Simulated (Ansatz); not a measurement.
# Ca under a change: x(Ti) = 0.25, 4 atoms, P4/mmm

Base system: Ca in the fcc (Cu type) structure (space group Fm-3m, No. 225; a = 5.455 Å).

The other end (x = 1) is Ti in the fcc (Cu type) structure (space group Fm-3m, No. 225; a model cell): 16.68 Å³/atom, gap zero; this end may not be an ambient phase.

Now apply this change: a fraction x = 0.25 of the Ca sites is given to Ti, ordered in a cell of 4 atoms (starting symmetry P4/mmm) and fully relaxed.

The values are results of PBEsol (Ansatz, a quantum-chemistry and plane-wave program, PAW, no spin-orbit coupling), not measurements. k-mesh 13×13×5 (Γ-centred); smearing 0.05 eV (Fermi–Dirac), for the changed cell.

| quantity | base | changed | shift |
|---|---|---|---|
| volume per atom | 40.59 Å³ | 31.80 Å³ | -8.782 Å³ |
| shortest interatomic distance | 3.857 Å | 3.266 Å | -0.591 Å |
| band gap | zero | zero | – |
| mixing energy (to 0.01 eV only: unlike meshes or grids) | – | +0.38 eV/atom | – |

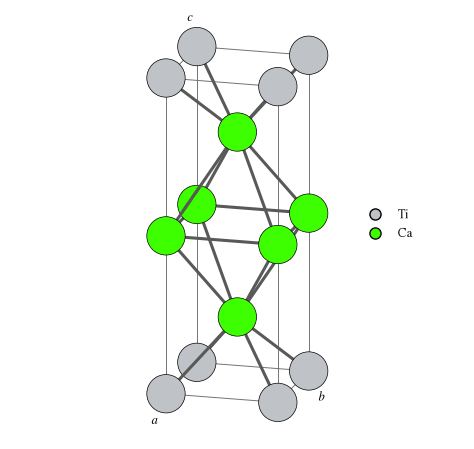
The relaxed conventional cell after the change

These are small ordered cells, not random alloys; other orderings at the same x differ. Stability against distortions was not tested. All final runs are without spin polarisation. Ca3Ti has a high density of states at the Fermi level and may be magnetic at this level. This is not the structure that Ti has at room temperature and ambient pressure.
